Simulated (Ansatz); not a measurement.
# SbAs (model cell, started as rocksalt type): following an unstable mode, part 2 of 2

Wanted: the energy along a soft mode of SbAs (model cell, started as rocksalt type) and the structure at the end.

Ansatz 0.2.0; DFT PBEsol, scalar-relativistic, plane waves, PAW.

So far, highest frequency on the path or at a solved wavevector (cm⁻¹): step 2 (the dispersion) 184. Also lowest frequency on the path (cm⁻¹): step 2 -143.

The structure was built from a prototype and need not be the compound's stable phase.

## (6) Relaxing from the distorted cell

Starting from the lowest point found, all atoms and the cell are let go, so that strain and other modes of the same symmetry can join in.

input.yaml

```yaml
crystal:
  lattice:
    - [0.0, 2.8813061903, 2.8813061903]
    - [2.8813061903, 0.0, 2.8813061903]
    - [2.8813061903, 2.8813061903, 0.0]
  atoms:
    - { symbol: Sb, position: [0.0149489608, -0.0149489608, 0.0149489608] }
    - { symbol: As, position: [0.4757054629, 0.5242945371, 0.4757054629] }
kpoints:
  mp_grid: { grid: [12, 12, 12] }
hamiltonian:
  xc: pbesol
scf:
  occupations: { method: methfessel_paxton, width: 0.2 }
output:
  forces: true
  stress: true
  eigenvalues: true
relax:
  adjacent_minimum: "off"
  f_tol: 0.002
  max_steps: 120
  cell: { stress_tol: 0.03 }
```

Run with:

```
$ ansatz run input.yaml --threads 4 --pin off --max-ram 7168MiB --backend cpu --events-out ev --progress --plain --runs-dir out
```

Numbers of over 12 decimals in the logs are rounded to 6 here.

The program printed:

```text
[...]
Crystal: 2 atoms, lattice volume = 47.841 Å³
Basis set: ecut = 420 eV, 941 PW (Γ), exchange–correlation on 60×60×60 points (8 copies of the dense FFT grid, shifted against one another)
Bands: 19, of which v1, the nominal top of the filled ones, is band 15 counted from 1 (14 counted from 0)
Symmetry: 8 space group operations
[...]
k-points: 163 of 1728 (time reversal used)
[...]
SCF iter   1: F=—  HF=-11221.087830 eV  |F-HF|=—  |Δ(HF+E_count)|=         —  Δρ=3.08e-3  dr2=6.72e-3  ethr=1.77e-3  ⟨swp⟩=5.2  Hψ=14541  notcnv=0
[...]
SCF iter   7: F=-11221.084675 eV  HF=-11221.084675 eV  |F-HF|=5.95e-10  |Δ(HF+E_count)|=   2.38e-7  S|Δr|=    0.00e0  Δρ=8.41e-6  dr2=3.11e-8  ethr=3.33e-10  ⟨swp⟩=5.7  Hψ=14622  notcnv=0
SCF 1 converged in 7 iterations: F = -11221.084675 eV  dr2 = 3.11e-8
[...]
relax step   1: F+E_penalty+E_count = -11221.08467472 eV  Δ(F+E_penalty+E_count) = +0.000e0 eV  max|allowed force component| = 1.343e-2 eV/Å  Δτ_max = 0.0000 Å  P = +1.588 GPa  Ω = 47.841 Å³  (7 SCF iters, dr2 threshold 1.00e-7 eV, accepted)
Crystal: 2 atoms, lattice volume = 50.275 Å³
Basis set: ecut = 420 eV, 949 PW (Γ), exchange–correlation on 60×60×60 points (8 copies of the dense FFT grid, shifted against one another)
[...]
SCF iter   6: F=-11221.088653 eV  HF=-11221.088653 eV  |F-HF|=7.52e-9  |Δ(HF+E_count)|=   3.19e-7  S|Δr|=    0.00e0  Δρ=1.01e-5  dr2=5.19e-8  ethr=6.67e-10  ⟨swp⟩=6.0  Hψ=15021  notcnv=0
SCF 2 converged in 6 iterations: F = -11221.088653 eV  dr2 = 5.19e-8
relax step   2: F+E_penalty+E_count = -11221.08865308 eV  Δ(F+E_penalty+E_count) = -3.978e-3 eV  max|allowed force component| = 7.583e-2 eV/Å  Δτ_max = 0.0285 Å  P = -1.287 GPa  Ω = 50.275 Å³  energy of the carried Pulay correction = -5.066e-4 eV  (6 SCF iters, dr2 threshold 2.00e-7 eV, accepted)
Crystal: 2 atoms, lattice volume = 49.269 Å³
[...]
SCF iter   5: F=-11221.093656 eV  HF=-11221.093656 eV  |F-HF|=1.65e-8  |Δ(HF+E_count)|=   3.98e-7  S|Δr|=    0.00e0  Δρ=1.15e-5  dr2=7.96e-8  ethr=6.67e-10  ⟨swp⟩=4.0  Hψ=12585  notcnv=0
SCF 3 converged in 5 iterations: F = -11221.093656 eV  dr2 = 7.96e-8
relax step   3: F+E_penalty+E_count = -11221.09365557 eV  Δ(F+E_penalty+E_count) = -5.002e-3 eV  max|allowed force component| = 1.829e-2 eV/Å  Δτ_max = 0.0069 Å  P = -0.091 GPa  Ω = 49.269 Å³  energy of the carried Pulay correction = -3.004e-4 eV  (5 SCF iters, dr2 threshold 2.00e-7 eV, accepted)
[...]
relax step   4: F+E_penalty+E_count = -11221.09379561 eV  Δ(F+E_penalty+E_count) = -1.400e-4 eV  max|allowed force component| = 6.195e-3 eV/Å  Δτ_max = 0.0016 Å  P = +0.000 GPa  Ω = 49.175 Å³  energy of the carried Pulay correction = -2.808e-4 eV  (3 SCF iters, dr2 threshold 2.00e-7 eV, accepted)
[...]
relax step   5: F+E_penalty+E_count = -11221.09379960 eV  Δ(F+E_penalty+E_count) = -3.987e-6 eV  max|allowed force component| = 3.200e-3 eV/Å  Δτ_max = 0.0007 Å  P = -0.001 GPa  Ω = 49.189 Å³  energy of the carried Pulay correction = -2.837e-4 eV  (5 SCF iters, dr2 threshold 2.40e-9 eV, accepted)
[...]
relax step   6: F+E_penalty+E_count = -11221.09379948 eV  Δ(F+E_penalty+E_count) = +1.190e-7 eV  max|allowed force component| = 3.496e-5 eV/Å  Δτ_max = 0.0004 Å  P = +0.001 GPa  Ω = 49.196 Å³  energy of the carried Pulay correction = -2.851e-4 eV  (4 SCF iters, dr2 threshold 6.40e-10 eV, accepted)
[...]
SCF iter   6: F=-11221.094076 eV  HF=-11221.094076 eV  |F-HF|=5.46e-12  |Δ(HF+E_count)|=  7.28e-12  S|Δr|=    0.00e0  Δρ=3.37e-8  dr2=5.87e-13  ethr=1.00e-12  ⟨swp⟩=5.3  Hψ=12113  notcnv=0
SCF 7 converged in 6 iterations: F = -11221.094076 eV  dr2 = 5.87e-13
relax step   7: F+E_penalty+E_count = -11221.09407642 eV  Δ(F+E_penalty+E_count) = -2.769e-4 eV  max|allowed force component| = 3.838e-5 eV/Å  Δτ_max = 0.0000 Å  P = -0.001 GPa  Ω = 49.196 Å³  stress off target by 1.20e-3 GPa  SCF on the basis re-selected at this cell (its energy is not comparable with the rows above)  (6 SCF iters)
basis re-selected at this cell: Δ(F+E_penalty+E_count) = -2.769e-4 eV, ΔP = -0.002 GPa vs the last step (what re-selecting the basis moved, of the pressure what is left beyond the Pulay correction that the steps carried, after the strain that the cell walked since its last selection, with what the two solves' SCF thresholds leave and, on support functions, any second-order correction that the steps lacked; it is no m [...]
SCF converged after 6 iterations
[...]
Free energy (F): -11221.094076 eV
[...]
Internal energy: -11221.094913 eV  (E = F + TS)
E sigma→0 (E₀):  -11221.094286 eV
Entropy (-TS):   0.000837 eV (0.418 meV/atom)
Fermi energy:    10.810194 eV
Step filling:    the computed levels leave a gap of 0.0255 eV = 0.1 smearing widths at the electron count; against every level under it full and every level over it empty, smearing changes F+E_penalty+E_count by +0.309 meV and its σ→0 estimate by +0.100 meV
[...]
--- Forces (eV/Å), atoms counted from 1 ---
  atom   1  Sb     0.00000000    -0.00003837    -0.00000000
  atom   2  As     0.00000000     0.00003839    -0.00000000
  max |Σ_I F_I| component: 1.84e-8 eV/Å
--- Stress (GPa, compression-positive) ---
       -0.000960       0.000000      -0.000000
        0.000000      -0.001202       0.000000
       -0.000000      -0.000000      -0.000960
  P = ⅓ Tr σ = -0.0010 GPa (-0.010 kbar)
--- Band table (eV; the first three rows and the last of 163) ---
  k-point 0: bands = [... 11 lower, 5.8325, 8.7846, 8.9406, 8.9406, 13.9071, 13.9071, 14.3044, 15.9912]
  k-point 1: bands = [... 11 lower, 5.4172, 8.8097, 8.9510, 9.1492, 13.6660, 13.7192, 13.9863, 16.0237]
  k-point 2: bands = [... 11 lower, 4.4779, 8.8095, 8.9915, 9.5631, 13.0319, 13.1956, 13.3361, 16.0215]
  k-point 162: bands = [... 11 lower, 2.2281, 5.1463, 6.8198, 6.8198, 12.9697, 16.5056, 16.5056, 18.2601]
--- Relaxed structure (6 steps of the walk, 6 accepted, 1 SCFs on fresh bases) ---
  F+E_penalty+E_count = -11221.09407642 eV   max|allowed force component| = 3.838e-5 eV/Å   (the final SCF, on the basis selected at the relaxed cell)
  cell:  # Å, volume = 49.1960 Å³
    - [0, 2.940152, 2.892443]
    - [2.892443, 0, 2.892443]
    - [2.892443, 2.940152, 0]
  atoms:
    - { symbol: Sb, position: [0.018622, -0.018622, 0.018622] }
    - { symbol: As, position: [0.472032, 0.527968, 0.472032] }
```

Run time: 20 s. Hardware: 4 threads of Arm Neoverse V2, shared host; peak memory 0.51 GiB.

The steps of the relaxation:

```tsv
step	energy less that of the first step (eV)	largest force component (eV/Å)	pressure (GPa)	volume (Å³)
1	0.0000	0.0134	1.59	47.84
2	-0.0040	0.0758	-1.29	50.28
3	-0.0090	0.0183	-0.09	49.27
4	-0.0091	0.0062	0.00	49.18
5	-0.0091	0.0032	0.00	49.19
6	-0.0091	0.0000	0.00	49.20
7*	-0.0094	0.0000	0.00	49.20
```

Relaxation steps marked * repeat the geometry before them on a plane-wave basis chosen anew for their cell, so energy and pressure can jump there.

Forces are held to the 8 operations that the run works with; a distortion that breaks them can't arise in this run.

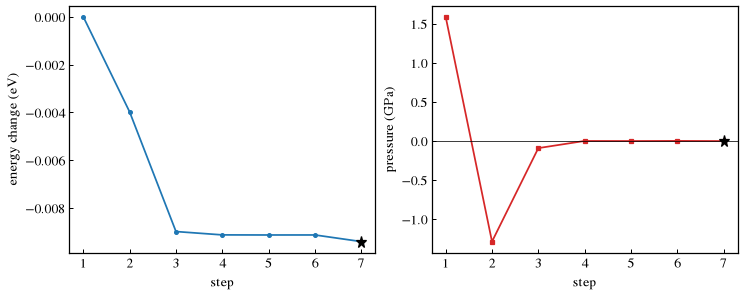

Energy and pressure along the relaxation. Stars mark steps on a basis chosen anew.

```tsv
conventional cell, symmetrised	before	after	change
a (Å)	4.075	4.091	+0.4 %
b (Å)	4.075	4.091	+0.4 %
c (Å)	5.763	5.880	+2.0 %
volume (Å³/atom)	23.92	24.60	+2.8 %
```

The atoms that moved most (Å, as changes of fractional coordinates times the final cell):

```tsv
atom	dx	dy	dz	length
Sb1	0.000	0.022	0.000	0.022
As2	0.000	-0.022	0.000	0.022
```

Final coordinates:

```xyz
2
Lattice="0.0000 2.9402 2.8924 2.8924 0.0000 2.8924 2.8924 2.9402 0.0000" Properties=species:S:1:pos:R:3 pbc="T T T"
Sb    0.0000    0.1095    0.0000
As    2.8924    2.7757    2.8924
```

Numbers from this step:

```yaml
pressure: -0.001041 GPa
volume_per_atom: 24.60 Å³
```

The distorted start has space group I4mm; the relaxation ends in I4mm.

## (7) The new phase in its own primitive cell

The relaxed structure is symmetrised, reduced to its primitive cell and relaxed tightly, as its phonons need.

input.yaml, the sections that differ from step 6:

```yaml
crystal:
  lattice:
    - [-2.0452662142, 2.0452662142, 2.9401515026]
    - [2.0452662142, -2.0452662142, 2.9401515026]
    - [2.0452662142, 2.0452662142, -2.9401515026]
  atoms:
    - { symbol: Sb, position: [0.018622156, 0.018622156, 0.0] }
    - { symbol: As, position: [0.4720322677, 0.4720322677, 0.0] }
kpoints:
  mp_grid: { grid: [14, 14, 14] }
relax:
  adjacent_minimum: "off"
  f_tol: 0.001
  max_steps: 60
  cell: { stress_tol: 0.01 }
# hamiltonian, scf, output: as in step 6
```

The program printed:

```text
[...]
Crystal: 2 atoms, lattice volume = 49.196 Å³
Basis set: ecut = 420 eV, 941 PW (Γ), exchange–correlation on 60×60×60 points (8 copies of the dense FFT grid, shifted against one another)
Bands: 19, of which v1, the nominal top of the filled ones, is band 15 counted from 1 (14 counted from 0)
Symmetry: 8 space group operations
[...]
k-points: 244 of 2744 (time reversal used)
[...]
k-point 243: bands = [... 11 lower, 2.2220, 5.1464, 6.8187, 6.8187, 12.9685, 16.5047, 16.5047, 18.2729]
--- Relaxed structure (3 steps of the walk, 3 accepted, 1 SCFs on fresh bases) ---
[...]
cell:  # Å, volume = 49.1920 Å³
    - [-2.045800, 2.045800, 2.938385]
    - [2.045800, -2.045800, 2.938385]
    - [2.045800, 2.045800, -2.938385]
  atoms:
    - { symbol: Sb, position: [0.018644, 0.018644, 0] }
    - { symbol: As, position: [0.472010, 0.472010, 0] }
[key lines of the parts left out:]
SCF converged after 7 iterations
Free energy (F): -11221.093441 eV
Fermi energy:    10.776572 eV
P = ⅓ Tr σ = 0.0005 GPa (0.005 kbar)
```

The job ended after 18 s (4 threads; peak memory 0.57 GiB; 70 s of CPU time).

Little changed from the start: no atom moved by 0.005 Å and no cell edge by 0.1 %.

This step gave:

```
pressure : 5.16e-4 GPa
```

The largest force component left is 0.54 meV/Å and the pressure is 0.001 GPa, within the tolerances set. The cell now holds 24.60 Å³/atom.

## (8) Modes of the new phase, k-mesh 14×14×14

A relaxed structure may still be a saddle point, so its zone-centre modes are computed. No field response is asked, since the mesh shows no gap.

input.yaml, the sections that differ from step 7:

```yaml
crystal:
  lattice:
    - [-2.0457995723, 2.0457995723, 2.9383852921]
    - [2.0457995723, -2.0457995723, 2.9383852921]
    - [2.0457995723, 2.0457995723, -2.9383852921]
  atoms:
    - { symbol: Sb, position: [0.0186439671, 0.0186439671, 0.0] }
    - { symbol: As, position: [0.4720104566, 0.4720104566, 0.0] }
output:
  eigenvalues: true
phonons:
  method: dfpt
# kpoints, hamiltonian, scf: as in step 7
# relax: removed
```

The program printed:

```text
zone centre: on kpoints.mp_grid the ground state, and the responses unless they are solved on pairs of k-points, stand on 428 of the mesh's 2744 k-points, reduced under 4 symmetry operations, with k and −k counted as one. Each operation leaves every solved displacement unchanged or reverses it
[...]
Crystal: 2 atoms, lattice volume = 49.192 Å³
Basis set: ecut = 420 eV, 941 PW (Γ), exchange–correlation on 60×60×60 points (8 copies of the dense FFT grid, shifted against one another)
Bands: 19, of which v1, the nominal top of the filled ones, is band 15 counted from 1 (14 counted from 0)
Symmetry: 8 space group operations
k-points: 428 of 2744 (irreducible under 4 space group operations, time reversal used)
[...]
SCF iter   1: F=—  HF=-11221.096554 eV  |F-HF|=—  |Δ(HF+E_count)|=         —  Δρ=3.02e-3  dr2=6.64e-3  ethr=1.77e-3  ⟨swp⟩=5.2  Hψ=38278  notcnv=0
[...]
SCF iter  10: F=-11221.093441 eV  HF=-11221.093441 eV  |F-HF|=3.64e-12  |Δ(HF+E_count)|=  3.64e-12  S|Δr|=    0.00e0  Δρ=9.99e-8  dr2=6.46e-12  ethr=1.00e-12  ⟨swp⟩=5.8  Hψ=34323  notcnv=0
SCF 1 converged in 10 iterations: F = -11221.093441 eV  dr2 = 6.46e-12
[...]
DFPT response loops at Γ: preconditioner auto → Kerker (q_TF=auto, 2.512 Å⁻¹) (partly filled bands, converged f_vac=0.000); β = 1.00, the filter's whole step (`scf.mixing.beta` (0.50) is not read by the response loops under this deck's `scf.mixing.preconditioner`; to damp them name `kerker` or `kerker_dos`, under which they read `scf.mixing.beta`, and type it under 1.00, their step now; both keys bind the ground state too); Broyden in place of MSR1
SCF converged after 10 iterations
[...]
Free energy (F): -11221.093441 eV
[...]
Internal energy: -11221.095582 eV  (E = F + TS)
E sigma→0 (E₀):  -11221.093976 eV
Entropy (-TS):   0.002141 eV (1.070 meV/atom)
Fermi energy:    10.776572 eV
[...]
--- Band table (eV; the first three rows and the last of 428) ---
  k-point 0: bands = [... 11 lower, 5.8346, 8.7784, 8.9461, 8.9461, 13.9000, 13.9000, 14.3241, 15.9967]
  k-point 1: bands = [... 11 lower, 5.4546, 8.6146, 8.7869, 9.5097, 13.1853, 13.8576, 14.3882, 16.1788]
  k-point 2: bands = [... 11 lower, 4.7340, 8.1987, 8.3896, 10.7190, 11.5855, 13.7075, 14.5788, 15.8374]
  k-point 427: bands = [... 11 lower, 2.2220, 5.1464, 6.8187, 6.8187, 12.9686, 16.5047, 16.5047, 18.2729]
--- Phonons (Γ-DFPT): 4 representative perturbations + reference, on 428 of 2744 k-points (Σ response iterations 12) ---
  k mesh reduced under 4 symmetry operations, with k and −k counted as one. Each operation leaves every solved displacement unchanged or reverses it
  ASR residual: 5.119e-5 → 0.000e0 eV/Å²; symmetrization residual: 1.438e-5 eV/Å²
  ASR residual per site (eV/Å²): 5.12e-5 3.91e-5
  Γ frequencies (cm⁻¹): -82.89 -82.89 0.00 0.00 0.00 166.22
  non-analytic LO–TO correction: not included (Born effective charges unavailable; polar crystals: no LO–TO splitting at Γ)
```

It took 44 s on 4 threads; peak memory 1.4 GiB.

This step gave:

* sum-rule residual before enforcement: 5.12e-5 eV/Å²
* point group: 4mm
* highest optical mode at the zone centre (no LO-TO term): 166.2 cm⁻¹
* lowest optical zone-centre mode: -82.89 cm⁻¹

Patterns of degenerate modes are one choice out of their space. Modes at Γ, with each element's share of the kinetic energy (negative means imaginary):

```tsv
mode	frequency (cm⁻¹)	symmetry	Sb %	As %
1	-82.9	E	38	62
2	-82.9	E	38	62
3	0.0	acoustic	62	38
4	0.0	acoustic	62	38
5	0.0	acoustic	62	38
6	166.2	A1	38	62
```

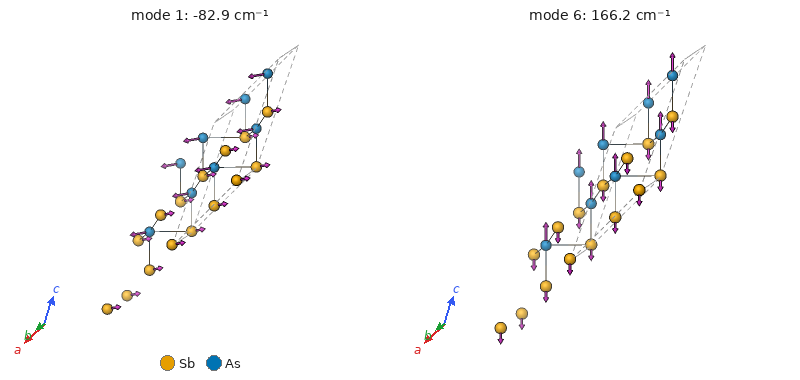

Displacement patterns of modes 1 and 6 at Γ; arrows are exaggerated. Bonds to atoms that aren't drawn are left out. 2×1×1 conventional cells are drawn. Some periodic images of atoms are drawn too.

Before it was imposed, the acoustic sum rule was missed by 5.1e-5 eV/Å². Small misses are needed for a sound result but don't prove that mesh and cutoff are converged. The lowest optical mode is imaginary, 82.9i cm⁻¹, so the energy falls along it.

## (9) Summary of results

* unstable mode of the parent: q = (0, 0, 0), 143i cm⁻¹
* depth at the lowest point sampled: 19.2 meV/atom
* largest atomic shift at that point: 0.14 Å
* space group reached (within 0.01 Å): I4mm
* energy gained over the parent (first relaxation, on the mesh of the frozen mode): 24.0 meV/atom
* volume per atom, phase reached: 24.6 Å³
* lowest optical zone-centre mode, phase reached: -82.9 cm⁻¹
* highest optical mode at the zone centre (no LO-TO term), phase reached: 166 cm⁻¹

Along this mode the structure falls into I4mm, 24.0 meV/atom below the parent. At the parent's cell the well is 19.22 meV/atom deep on the steps tried, with its lowest point at a shift of 0.14 Å. Relaxing atoms and cell changes the gain by +4.74 meV/atom against the lowest step (energies at zero smearing). The new phase still has an imaginary mode at the zone centre of its cell, so it is a saddle point on the way to a lower structure. Of the 3 patterns followed to their end from this parent, this one ends 17.2 meV/atom above the lowest, R3m. Each path keeps the symmetry of its pattern, so a lower phase may lie along a pattern not tried. With no gap, or one that is small against the smearing, the frequencies hang on the k mesh and the smearing, most of all near Kohn anomalies. A semilocal functional can close a gap that the real compound would have, so the metallic treatment may be an artefact of the level. Spin-orbit coupling is left out, which can matter for the heavy elements here. A phonon run warned that its eigensolver left some bands unconverged in a pass. The starting cell was built on a prototype and not taken from a measurement, so the phase need not exist.

[Logs are printed without paths, hosts, clocks, repeated set-up lines and the standing remarks that a program may print on its own settings, such as how far it seeks lower states.]

[Hosts, paths, dates, database ids (printed as entryN), source tags and the programs' standing remarks are cut or masked in the printed files.]
